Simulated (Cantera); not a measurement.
A closed system holds: 1 mol Fe(CO)5, 0.12 mol O2, 0.3 mol N2, at 0.000110 bar.

Equilibrium computed with Cantera from the NASA thermochemical tables; the gas is ideal and each condensed phase is pure. Candidate condensed phases: C, Fe, Fe(CO)5, FeO, Fe2O3, Fe3O4; 27 gas species. The numbers say what is thermodynamically allowed, not how fast it happens.

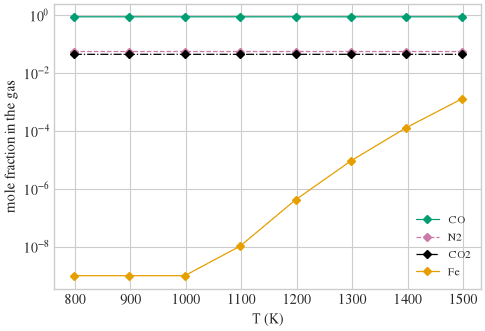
Figure: Equilibrium gas composition (values under 1e-9 drawn at 1e-9)

Question: Read off the mole fractions at 1398 K.

Answer: CO about 0.90, N2 about 0.057, CO2 about 0.045, Fe about 0.00013.
